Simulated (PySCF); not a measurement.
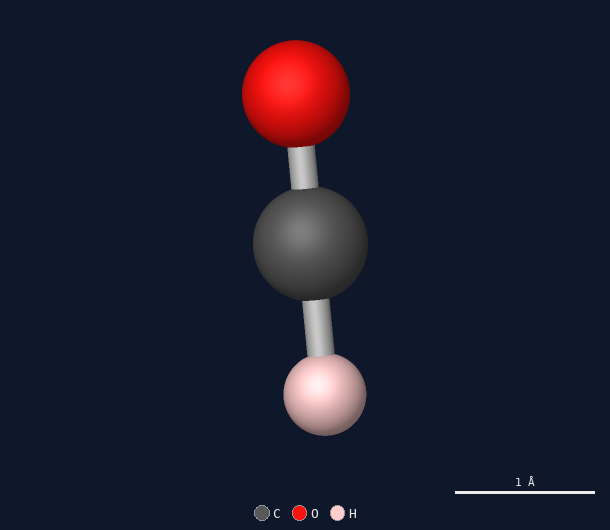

Rendered structure (ball-and-stick style).

The species has charge +1 and is a spin singlet. Computed geometry: GFN2-xTB optimisation. No frequency run is at hand to confirm it as a minimum.

**What is the molecular formula?**

CHO⁺, 3 atoms: 1 carbon, 1 hydrogen and 1 oxygen.

**What is the point group of this geometry?**

C∞v.

The parts below concern this one geometry. Atoms keep their numbers from picture to picture.

### Spin–spin coupling

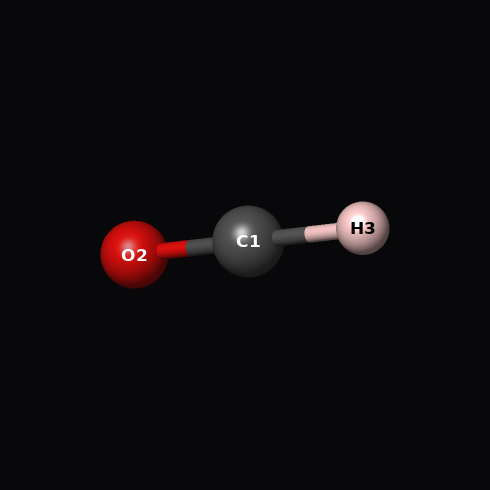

No frequency run is at hand to confirm it as a minimum. Method: B3LYP/pcJ-1 indirect spin-spin coupling, non-relativistic, gas phase (PySCF 2.14.0). Isotopes: 13C, 1H, 17O.

Give the spin–spin coupling constants of these pairs, with the number of bonds between them: C1/O2, C1/H3, O2/H3.

| pair | bonds apart | J (Hz) |
| --- | --- | --- |
| C1, O2 | 1 | −10.9 |
| C1, H3 | 1 | 391.9 |
| O2, H3 | 2 | −12.8 |

### Charges

The questions are on IAO charges. No frequency run is at hand to confirm it as a minimum. Level of theory: PBE0/pcSseg-1, gas phase (PySCF 2.14.0).

Give the IAO charges atom by atom.

```json
{"atom": "C1", "value (e)": "0.58"}
{"atom": "O2", "value (e)": "0.07"}
{"atom": "H3", "value (e)": "0.34"}
```

### Electronic properties

No frequency run is at hand to confirm it as a minimum. Method: B3LYP/pcJ-1, gas phase (PySCF 2.14.0).

Computed properties:

- HOMO energy (Kohn–Sham orbital): −22.78 eV
- LUMO energy (Kohn–Sham orbital): −10.33 eV
- HOMO–LUMO gap: 12.45 eV
